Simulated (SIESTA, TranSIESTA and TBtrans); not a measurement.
System: Fe chain with one bond stretched by 1.0 Å. Leads: straight Fe chain, spacing 2.25 Å. Geometry: as built, not relaxed.

TranSIESTA and TBtrans, PBE, DZP numerical orbitals (energy shift 0.15 eV), PseudoDojo norm-conserving scalar-relativistic potentials, mesh cutoff 200 Ry, 300 K, spin-polarised (collinear), no spin-orbit coupling; self-consistent non-equilibrium Green functions.

Energies count from the leads' Fermi level. Transmissions are for each spin. The energy step is 0.01 eV; narrower resonances are cut or missed.

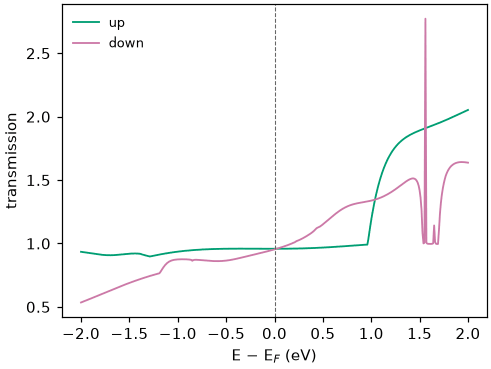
Figure: Transmission against energy

| E (eV) | T up | T down | lead channels up | down |
|---|---|---|---|---|
| -2.00 | 0.93 | 0.54 | 4 | 1 |
| -1.80 | 0.91 | 0.60 | 4 | 1 |
| -1.60 | 0.91 | 0.66 | 4 | 1 |
| -1.40 | 0.92 | 0.72 | 4 | 1 |
| -1.20 | 0.91 | 0.76 | 1 | 1 |
| -1.00 | 0.94 | 0.87 | 1 | 3 |
| -0.80 | 0.95 | 0.87 | 1 | 4 |
| -0.60 | 0.96 | 0.86 | 1 | 4 |
| -0.40 | 0.96 | 0.88 | 1 | 4 |
| -0.20 | 0.96 | 0.91 | 1 | 4 |
| 0.00 | 0.96 | 0.95 | 1 | 4 |
| 0.20 | 0.96 | 1.01 | 1 | 4 |
| 0.40 | 0.96 | 1.09 | 1 | band edge |
| 0.60 | 0.97 | 1.22 | 1 | band edge |
| 0.80 | 0.98 | 1.31 | 1 | 4 |
| 1.00 | 1.19 | 1.34 | 3 | 4 |
| 1.20 | 1.71 | 1.40 | 3 | 4 |
| 1.40 | 1.86 | 1.51 | 3 | 4 |
| 1.60 | 1.92 | 1.00 | 3 | 2 |
| 1.80 | 1.98 | 1.58 | 3 | 3 |
| 2.00 | 2.05 | 1.64 | 3 | 3 |

The magnetic order of the leads was set by the start, and no other order was tried; the separate lead runs end at 3.39 (left) and 3.39 (right) μB an atom. The straight chain is held at its spacing; free chains may zigzag or dimerise.
